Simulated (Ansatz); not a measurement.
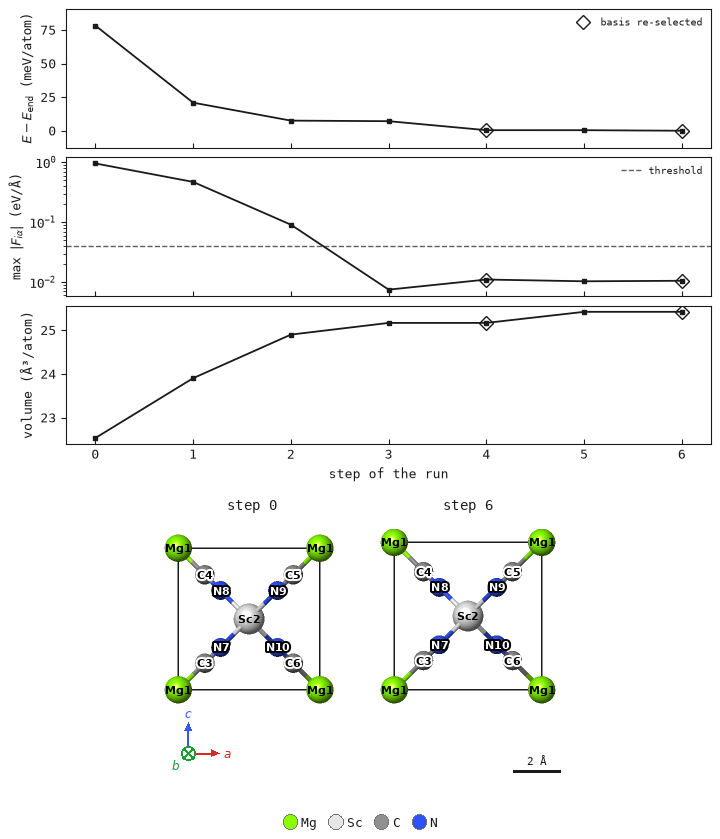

First and last geometry of a relaxation of a crystal of MgScC₄N₄ (a generated structure, set up in P-43m) (coarse preliminary run), with the history of the run. Style: ball-and-stick. Shown: the cell of the calculation, along the b axis.

These are results of DFT PBE, scalar-relativistic, plane waves, PAW (Ansatz), not measurements. Settings: plane-wave cutoff 420 eV; k-point mesh 4 × 4 × 4; occupations gaussian; smearing width 0.1 eV; collinear spin; cell and atoms relaxed; force threshold 0.04 eV/Å; at most 70 steps.

Question: What do the curves and the structures tell?

Answer: It converged. The energy falls by 78.3 meV per atom in 4 accepted moves (6 points after the start). Largest force component: 0.96 eV/Å at the start, 0.011 eV/Å at the end. Pressure: 5.13 GPa at the start and 0.06 GPa at the end. The SCF was repeated twice at an unchanged geometry on a basis and grid sized afresh for the cell, which shifted the energy by 6.7 meV per atom at most. The largest moves relative to the cell, 0.12 Å, are those of C3, C4, C5 and C6. C4 goes along [1 −1 −1]. By element the largest moves are C 0.12 Å, N 0.07 Å. Sc and Mg stay in place. The volume changes by +12.8 %, with a = b = c 6.085 → 6.335 Å (+4.1 %). Some distances before and after: Mg1–C3 1.980 → 2.177 Å, Sc2–N10 2.120 → 2.135 Å, C3–N7 1.170 → 1.174 Å. The space group stays P-43m (No. 215).
